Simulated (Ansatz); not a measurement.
# FH$_{4}$Si (charge −1): what the fields show

Input

```
crystal:
  periodic: [false, false, false]
  atoms:
    - {symbol: F, position_ang: [-0.357320, 0.007444, -1.678771]}
    - {symbol: Si, position_ang: [0.006891, -0.000143, 0.032384]}
    - {symbol: H, position_ang: [1.334797, 0.671353, -0.261280]}
    - {symbol: H, position_ang: [-1.229031, 0.841922, 0.285182]}
    - {symbol: H, position_ang: [0.338299, -0.007038, 1.589426]}
    - {symbol: H, position_ang: [-0.093637, -1.513540, 0.033058]}
basis:
  gaussian: {orbitals: "def2-TZVPPD.json"}
total_charge: -1
hamiltonian: {xc: pbe0, dispersion: d4}
output: {orbitals: {seedname: orbitals}}
```

Run with:

```sh
ansatz run in.yaml --threads 2 --pin off --events-out ev --progress --plain --max-ram 5222MiB
```

Geometry: PBE0-D4/def2-TZVPD.

Theory: RKS PBE0-D4/def2-TZVPPD in Ansatz 0.2.0.

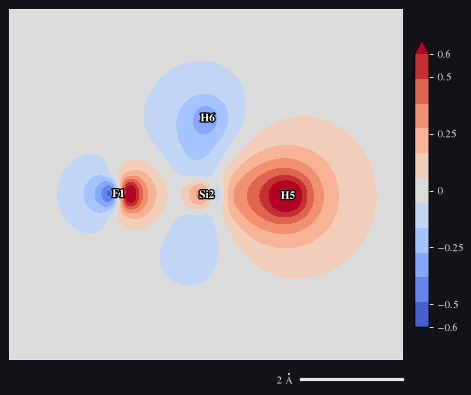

Figure 1. The HOMO on the plane of atoms H5, Si2 and H6 (values in Å⁻³ᐟ²; the overall sign is arbitrary).

Where does this orbital lie, and at what energy?

Answer. It lies mainly on H5 (about 40 %), Si2 (about 30 %), F1 (about 10 %), H3 (about 5 %), H4 (about 5 %) and H6 (about 5 %). Its energy is −1.39 eV.

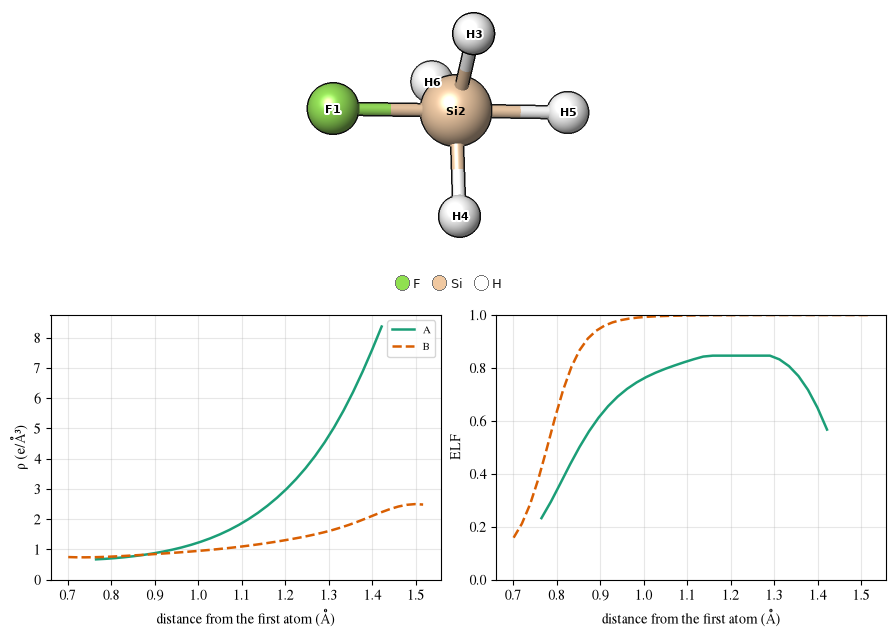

Figure 2. Electron density and electron localisation function along straight lines between neighbouring atoms. The curves leave out the atomic cores. The structure is drawn too.

Which curve belongs to which contact (Si–F and Si–H)? The first atom named is at distance zero.

Answer. Curve A: Si–F (1.75 Å): the density is about 0.82 e/Å³ at the midpoint; the ELF peaks at about 0.85 in the valence shell of F, 0.6 Å from its nucleus, and is about 0.55 at the midpoint. Curve B: Si–H (1.52 Å): ρ is about 0.74 e/Å³ halfway; the ELF climbs to about 1 towards the hydrogen, as it does in any bond to H.
